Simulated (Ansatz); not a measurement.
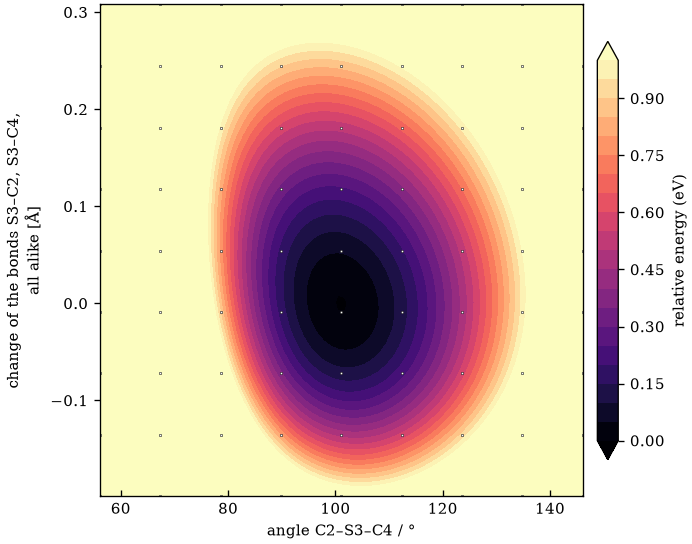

C₂H₉BSSi, SMILES BCSC[SiH3]. The first coordinate is: angle C2–S3–C4; the second: change of the bonds S3–C2, S3–C4, all alike. Nothing is relaxed (all other coordinates rigid). The scan uses a 9 × 9 grid. Points are written as (first, second). Energies are in eV, from the lowest grid point. These are results of RKS PBE0-D4/def2-SVP (Ansatz), not measurements.

Drawn: filled contours, dots at the grid points, one colour for all values above the top of the scale. Between grid points the surface is interpolated.

**Estimate the position of the minimum and the force constants in these coordinates.**

The interpolated minimum is at angle C2–S3–C4 ≈ 101.0°, the second coordinate ≈ 0.000 Å. The curvatures there are about 7.3 eV/rad² and 42 eV/Å², with a cross term of about 2.4 eV/(rad·Å). Round the minimum the two coordinates are weakly coupled (coupling 0.14 in units of the two stiffnesses).
